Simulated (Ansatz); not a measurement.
# Molecular dynamics of AlH₂Cl₂F (part 5 of 5)

AlH₂Cl₂F; RHF/def2-SVP (Ansatz 0.2.0). It belongs to a series of runs on one base structure; here: dynamics from the highest image of the converged band.

Geometry of the input (Å):
```
Al 0.0178  -0.2625  -0.0389
H  0.0230  0.0506  1.6382
Cl 1.8290  0.1519  -0.9901
Cl -1.8193  0.0992  -0.9630
F  0.0423  -1.8821  0.8429
H  0.0350  -1.0555  1.5830
```

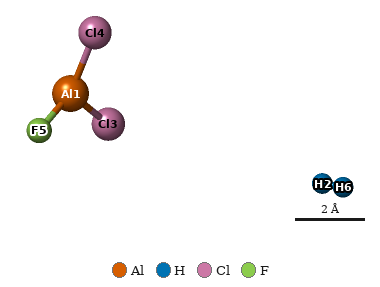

Fig. 1: The geometry at step 177 of the log (ball-and-stick view, seen at a tilt; atoms are numbered from 1 in the order of the input).

### Trajectory as extended XYZ, continued
```
6
Properties=species:S:1:pos:R:3:forces:R:3 step=153 time_fs=76.5 energy=-34320.46208 temperature=2560.5
Al    0.0104   -0.8499   -0.4953   -0.0554   1.8376   0.7679
H     0.6495    4.2338    4.5811   -0.0343   0.6095   1.3412
Cl    1.7885    0.2586   -0.8568   -0.5963  -0.7915  -0.1378
Cl   -1.7923    0.2234   -0.8476    0.6258  -0.7707  -0.1507
F     0.0130   -1.9987    0.6736    0.0257  -0.2756  -0.4794
H     0.6310    4.5603    5.3002    0.0344  -0.6093  -1.3412
6
Properties=species:S:1:pos:R:3:forces:R:3 step=155 time_fs=77.5 energy=-34320.38526 temperature=2416.8
Al    0.0100   -0.8461   -0.5051   -0.0520   1.2990   1.2815
H     0.6587    4.2926    4.6209   -0.0661   1.0800   2.1988
Cl    1.7873    0.2578   -0.8550   -0.5402  -0.7524  -0.1622
Cl   -1.7914    0.2235   -0.8463    0.5708  -0.7362  -0.1728
F     0.0136   -2.0110    0.6764    0.0213   0.1893  -0.9466
H     0.6363    4.6567    5.3625    0.0661  -1.0799  -2.1988
6
Properties=species:S:1:pos:R:3:forces:R:3 step=157 time_fs=78.5 energy=-34320.38896 temperature=2422.9
Al    0.0095   -0.8419   -0.5144   -0.0477   0.8045   1.7364
H     0.6672    4.3613    4.6812   -0.0685   1.0495   1.9881
Cl    1.7859    0.2569   -0.8533   -0.4784  -0.7092  -0.1861
Cl   -1.7904    0.2233   -0.8451    0.5097  -0.6974  -0.1946
F     0.0141   -2.0231    0.6787    0.0163   0.6019  -1.3557
H     0.6423    4.7430    5.4045    0.0685  -1.0493  -1.9881
6
Properties=species:S:1:pos:R:3:forces:R:3 step=158 time_fs=79.0 energy=-34320.41840 temperature=2477.2
Al    0.0093   -0.8396   -0.5189   -0.0452   0.5754   1.9404
H     0.6713    4.3996    4.7187   -0.0548   0.8155   1.4894
Cl    1.7852    0.2563   -0.8525   -0.4458  -0.6864  -0.1978
Cl   -1.7899    0.2231   -0.8445    0.4772  -0.6767  -0.2052
F     0.0144   -2.0291    0.6797    0.0137   0.7876  -1.5374
H     0.6455    4.7824    5.4181    0.0548  -0.8153  -1.4894
6
Properties=species:S:1:pos:R:3:forces:R:3 step=160 time_fs=80.0 energy=-34320.43413 temperature=2502.8
Al    0.0088   -0.8350   -0.5273   -0.0397   0.1542   2.3014
H     0.6790    4.4810    4.8026    0.0147  -0.2041  -0.3451
Cl    1.7836    0.2551   -0.8508   -0.3778  -0.6390  -0.2204
Cl   -1.7887    0.2227   -0.8434    0.4091  -0.6332  -0.2258
F     0.0150   -2.0408    0.6809    0.0083   1.1178  -1.8552
H     0.6523    4.8561    5.4364   -0.0147   0.2042   0.3451
6
Properties=species:S:1:pos:R:3:forces:R:3 step=162 time_fs=81.0 energy=-34320.32119 temperature=2292.7
Al    0.0083   -0.8303   -0.5348   -0.0335  -0.2182   2.6017
H     0.6869    4.5601    4.8829    0.1192  -1.5779  -2.4402
Cl    1.7820    0.2537   -0.8492   -0.3071  -0.5898  -0.2417
Cl   -1.7873    0.2220   -0.8423    0.3378  -0.5877  -0.2452
F     0.0155   -2.0518    0.6812    0.0028   1.3955  -2.1149
H     0.6589    4.9321    5.4583   -0.1192   1.5780   2.4403
6
Properties=species:S:1:pos:R:3:forces:R:3 step=163 time_fs=81.5 energy=-34320.28313 temperature=2222.1
Al    0.0080   -0.8280   -0.5383   -0.0302  -0.3867   2.7301
H     0.6913    4.5948    4.9155    0.1442  -1.8594  -2.7452
Cl    1.7811    0.2529   -0.8485   -0.2711  -0.5648  -0.2517
Cl   -1.7866    0.2217   -0.8418    0.3013  -0.5644  -0.2543
F     0.0158   -2.0571    0.6810    0.0000   1.5158  -2.2242
H     0.6618    4.9750    5.4768   -0.1442   1.8595   2.7452
6
Properties=species:S:1:pos:R:3:forces:R:3 step=165 time_fs=82.5 energy=-34320.32930 temperature=2302.1
Al    0.0075   -0.8235   -0.5444   -0.0234  -0.6900   2.9465
H     0.7009    4.6514    4.9619    0.0765  -0.9423  -1.2737
Cl    1.7793    0.2513   -0.8470   -0.1986  -0.5145  -0.2703
Cl   -1.7852    0.2208   -0.8408    0.2274  -0.5173  -0.2713
F     0.0164   -2.0671    0.6797   -0.0055   1.7217  -2.4049
H     0.6667    5.0736    5.5326   -0.0765   0.9424   1.2737
6
Properties=species:S:1:pos:R:3:forces:R:3 step=167 time_fs=83.5 energy=-34320.31636 temperature=2277.4
Al    0.0070   -0.8192   -0.5495   -0.0161  -0.9504   3.1126
H     0.7112    4.6993    4.9965   -0.0496   0.5927   0.7433
Cl    1.7775    0.2495   -0.8456   -0.1263  -0.4645  -0.2871
Cl   -1.7836    0.2198   -0.8399    0.1533  -0.4702  -0.2866
F     0.0169   -2.0762    0.6771   -0.0110   1.8850  -2.5388
H     0.6708    5.1808    5.6003    0.0496  -0.5927  -0.7433
6
Properties=species:S:1:pos:R:3:forces:R:3 step=169 time_fs=84.5 energy=-34320.21696 temperature=2091.0
Al    0.0064   -0.8153   -0.5535   -0.0085  -1.1700   3.2327
H     0.7211    4.7524    5.0374   -0.1279   1.4869   1.7497
Cl    1.7756    0.2476   -0.8442   -0.0554  -0.4156  -0.3020
Cl   -1.7821    0.2187   -0.8390    0.0801  -0.4238  -0.3001
F     0.0175   -2.0843    0.6733   -0.0163   2.0094  -2.6306
H     0.6755    5.2828    5.6615    0.1280  -1.4868  -1.7497
6
Properties=species:S:1:pos:R:3:forces:R:3 step=170 time_fs=85.0 energy=-34320.18876 temperature=2037.6
Al    0.0062   -0.8135   -0.5550   -0.0045  -1.2651   3.2767
H     0.7257    4.7839    5.0638   -0.1432   1.6457   1.8802
Cl    1.7747    0.2466   -0.8436   -0.0208  -0.3918  -0.3087
Cl   -1.7813    0.2180   -0.8386    0.0442  -0.4011  -0.3062
F     0.0178   -2.0880    0.6709   -0.0189   2.0579  -2.6619
H     0.6782    5.3288    5.6863    0.1433  -1.6457  -1.8801
6
Properties=species:S:1:pos:R:3:forces:R:3 step=172 time_fs=86.0 energy=-34320.22095 temperature=2097.5
Al    0.0056   -0.8102   -0.5572    0.0035  -1.4262   3.3344
H     0.7337    4.8587    5.1297   -0.1239   1.3937   1.5008
Cl    1.7728    0.2445   -0.8424    0.0459  -0.3458  -0.3205
Cl   -1.7797    0.2167   -0.8379   -0.0255  -0.3570  -0.3168
F     0.0183   -2.0946    0.6650   -0.0240   2.1289  -2.6972
H     0.6847    5.4092    5.7226    0.1240  -1.3936  -1.5007
6
Properties=species:S:1:pos:R:3:forces:R:3 step=174 time_fs=87.0 energy=-34320.28956 temperature=2224.2
Al    0.0051   -0.8074   -0.5583    0.0115  -1.5487   3.3533
H     0.7406    4.9462    5.2095   -0.0205   0.2267   0.2289
Cl    1.7710    0.2423   -0.8412    0.1085  -0.3025  -0.3302
Cl   -1.7781    0.2153   -0.8373   -0.0914  -0.3152  -0.3254
F     0.0188   -2.1001    0.6578   -0.0287   2.1663  -2.6978
H     0.6923    5.4768    5.7450    0.0206  -0.2267  -0.2289
6
Properties=species:S:1:pos:R:3:forces:R:3 step=176 time_fs=88.0 energy=-34320.24597 temperature=2144.1
Al    0.0045   -0.8052   -0.5581    0.0195  -1.6317   3.3344
H     0.7473    5.0354    5.2911    0.1575  -1.6902  -1.5806
Cl    1.7691    0.2401   -0.8402    0.1661  -0.2622  -0.3378
Cl   -1.7766    0.2138   -0.8368   -0.1524  -0.2763  -0.3319
F     0.0194   -2.1045    0.6492   -0.0332   2.1702  -2.6648
H     0.7001    5.5428    5.7656   -0.1575   1.6902   1.5806
6
Properties=species:S:1:pos:R:3:forces:R:3 step=177 time_fs=88.5 energy=-34320.21206 temperature=2084.0
Al    0.0043   -0.8043   -0.5576    0.0233  -1.6579   3.3107
H     0.7512    5.0751    5.3273    0.2240  -2.3753  -2.1295
Cl    1.7682    0.2389   -0.8397    0.1928  -0.2434  -0.3407
Cl   -1.7758    0.2131   -0.8365   -0.1809  -0.2581  -0.3344
F     0.0196   -2.1063    0.6444   -0.0352   2.1593  -2.6357
H     0.7035    5.5807    5.7806   -0.2240   2.3753   2.1296
6
Properties=species:S:1:pos:R:3:forces:R:3 step=179 time_fs=89.5 energy=-34320.28051 temperature=2210.8
Al    0.0037   -0.8030   -0.5556    0.0305  -1.6776   3.2346
H     0.7604    5.1373    5.3844    0.1725  -1.7879  -1.4706
Cl    1.7665    0.2366   -0.8388    0.2414  -0.2086  -0.3449
Cl   -1.7743    0.2115   -0.8361   -0.2329  -0.2243  -0.3376
F     0.0201   -2.1091    0.6338   -0.0390   2.1104  -2.5521
H     0.7087    5.6736    5.8256   -0.1725   1.7879   1.4706
6
Properties=species:S:1:pos:R:3:forces:R:3 step=181 time_fs=90.5 energy=-34320.36918 temperature=2378.1
Al    0.0032   -0.8022   -0.5525    0.0371  -1.6505   3.1185
H     0.7713    5.1833    5.4282   -0.0249   0.2546   0.1938
Cl    1.7648    0.2342   -0.8380    0.2831  -0.1778  -0.3468
Cl   -1.7729    0.2098   -0.8358   -0.2780  -0.1945  -0.3387
F     0.0206   -2.1108    0.6219   -0.0422   2.0227  -2.4330
H     0.7124    5.7827    5.8841    0.0249  -0.2546  -0.1937
6
Properties=species:S:1:pos:R:3:forces:R:3 step=183 time_fs=91.5 energy=-34320.34273 temperature=2332.9
Al    0.0027   -0.8021   -0.5483    0.0426  -1.5718   2.9602
H     0.7819    5.2313    5.4733   -0.1660   1.6663   1.1842
Cl    1.7631    0.2317   -0.8373    0.3176  -0.1511  -0.3465
Cl   -1.7715    0.2081   -0.8356   -0.3156  -0.1688  -0.3376
F     0.0210   -2.1114    0.6087   -0.0447   1.8917  -2.2761
H     0.7163    5.8898    5.9412    0.1661  -1.6663  -1.1842
6
Properties=species:S:1:pos:R:3:forces:R:3 step=184 time_fs=92.0 energy=-34320.33249 temperature=2315.0
Al    0.0025   -0.8022   -0.5458    0.0450  -1.5113   2.8642
H     0.7867    5.2606    5.4996   -0.1995   1.9887   1.3691
Cl    1.7624    0.2305   -0.8370    0.3321  -0.1393  -0.3456
Cl   -1.7709    0.2072   -0.8355   -0.3315  -0.1576  -0.3361
F     0.0212   -2.1114    0.6017   -0.0456   1.8082  -2.1825
H     0.7187    5.9381    5.9660    0.1995  -1.9886  -1.3690
6
Properties=species:S:1:pos:R:3:forces:R:3 step=186 time_fs=93.0 energy=-34320.39263 temperature=2430.6
Al    0.0020   -0.8029   -0.5400    0.0487  -1.3440   2.6367
H     0.7949    5.3337    5.5621   -0.1955   1.9252   1.2438
Cl    1.7609    0.2280   -0.8364    0.3556  -0.1189  -0.3419
Cl   -1.7697    0.2055   -0.8355   -0.3575  -0.1384  -0.3316
F     0.0216   -2.1107    0.5869   -0.0468   1.6012  -1.9632
H     0.7251    6.0202    6.0057    0.1955  -1.9251  -1.2438
6
Properties=species:S:1:pos:R:3:forces:R:3 step=188 time_fs=94.0 energy=-34320.51933 temperature=2669.7
Al    0.0016   -0.8040   -0.5333    0.0508  -1.1095   2.3589
H     0.8012    5.4245    5.6362   -0.0836   0.8138   0.4903
Cl    1.7595    0.2254   -0.8359    0.3718  -0.1025  -0.3360
Cl   -1.7686    0.2036   -0.8355   -0.3758  -0.1233  -0.3248
F     0.0220   -2.1091    0.5711   -0.0468   1.3352  -1.6981
H     0.7333    6.0845    6.0338    0.0836  -0.8137  -0.4903
6
Properties=species:S:1:pos:R:3:forces:R:3 step=190 time_fs=95.0 energy=-34320.55063 temperature=2729.8
Al    0.0011   -0.8056   -0.5257    0.0509  -0.8017   2.0283
H     0.8068    5.5225    5.7147    0.1440  -1.3798  -0.7642
Cl    1.7582    0.2228   -0.8356    0.3814  -0.0897  -0.3280
Cl   -1.7675    0.2018   -0.8356   -0.3868  -0.1120  -0.3158
F     0.0224   -2.1069    0.5544   -0.0455   1.0034  -1.3845
H     0.7422    6.1417    6.0576   -0.1440   1.3798   0.7642
6
Properties=species:S:1:pos:R:3:forces:R:3 step=191 time_fs=95.5 energy=-34320.52172 temperature=2679.4
Al    0.0009   -0.8065   -0.5217    0.0501  -0.6187   1.8428
H     0.8100    5.5679    5.7519    0.2577  -2.4518  -1.2931
Cl    1.7576    0.2215   -0.8354    0.3839  -0.0845  -0.3232
Cl   -1.7671    0.2009   -0.8357   -0.3898  -0.1077  -0.3104
F     0.0226   -2.1056    0.5458   -0.0442   0.8109  -1.2092
H     0.7463    6.1738    6.0714   -0.2577   2.4518   1.2931
6
Properties=species:S:1:pos:R:3:forces:R:3 step=193 time_fs=96.5 energy=-34320.54962 temperature=2734.1
Al    0.0005   -0.8084   -0.5131    0.0468  -0.1931   1.4321
H     0.8183    5.6400    5.8167    0.2793  -2.6175  -1.2398
Cl    1.7565    0.2189   -0.8352    0.3851  -0.0760  -0.3121
Cl   -1.7662    0.1990   -0.8359   -0.3916  -0.1011  -0.2982
F     0.0229   -2.1027    0.5281   -0.0404   0.3703  -0.8218
H     0.7525    6.2568    6.1089   -0.2793   2.6175   1.2399
6
Properties=species:S:1:pos:R:3:forces:R:3 step=195 time_fs=97.5 energy=-34320.65299 temperature=2925.7
Al    0.0001   -0.8104   -0.5040    0.0411   0.3108   0.9726
H     0.8291    5.6886    5.8703    0.0400  -0.3694  -0.1572
Cl    1.7554    0.2163   -0.8350    0.3824  -0.0693  -0.2992
Cl   -1.7655    0.1970   -0.8362   -0.3888  -0.0968  -0.2841
F     0.0232   -2.0996    0.5100   -0.0348  -0.1447  -0.3892
H     0.7562    6.3633    6.1575   -0.0400   0.3694   0.1572
6
Properties=species:S:1:pos:R:3:forces:R:3 step=197 time_fs=98.5 energy=-34320.61687 temperature=2860.7
Al   -0.0003   -0.8123   -0.4945    0.0330   0.8857   0.4739
H     0.8403    5.7334    5.9221   -0.1720   1.5756   0.6083
Cl    1.7545    0.2136   -0.8349    0.3773  -0.0635  -0.2849
Cl   -1.7648    0.1951   -0.8366   -0.3831  -0.0935  -0.2686
F     0.0235   -2.0965    0.4917   -0.0273  -0.7287   0.0795
H     0.7595    6.4737    6.2079    0.1721  -1.5756  -0.6083
6
Properties=species:S:1:pos:R:3:forces:R:3 step=198 time_fs=99.0 energy=-34320.57379 temperature=2780.1
Al   -0.0005   -0.8131   -0.4897    0.0282   1.1948   0.2148
H     0.8454    5.7605    5.9498   -0.2303   2.0987   0.7734
Cl    1.7541    0.2123   -0.8349    0.3744  -0.0605  -0.2774
Cl   -1.7645    0.1941   -0.8368   -0.3798  -0.0920  -0.2604
F     0.0236   -2.0951    0.4826   -0.0229  -1.0424   0.3229
H     0.7616    6.5242    6.2313    0.2303  -2.0986  -0.7734
6
Properties=species:S:1:pos:R:3:forces:R:3 step=200 time_fs=100.0 energy=-34320.53838 temperature=2712.8
Al   -0.0009   -0.8144   -0.4801    0.0172   1.8406  -0.3090
H     0.8539    5.8303    6.0110   -0.2559   2.3110   0.7752
Cl    1.7533    0.2096   -0.8349    0.3694  -0.0537  -0.2618
Cl   -1.7640    0.1921   -0.8373   -0.3735  -0.0881  -0.2435
F     0.0239   -2.0928    0.4644   -0.0130  -1.6989   0.8143
H     0.7676    6.6096    6.2724    0.2559  -2.3110  -0.7752
```

### Summary

```csv
quantity,value
outcome,finished
mean temperature over the second half,2507 K
trajectory,"200 steps, 100 fs"
ensemble,nve
temperature in the input,100.0 K
time step,0.5 fs
potential energy (last step),−34320.5384 eV
mean-field energy (last step),−34320.5384 eV
largest force (length of the vector) (last step),2.451 eV/Å
wall time,82 s
peak memory,0.17 GiB
```

So short a trajectory is not equilibrated.
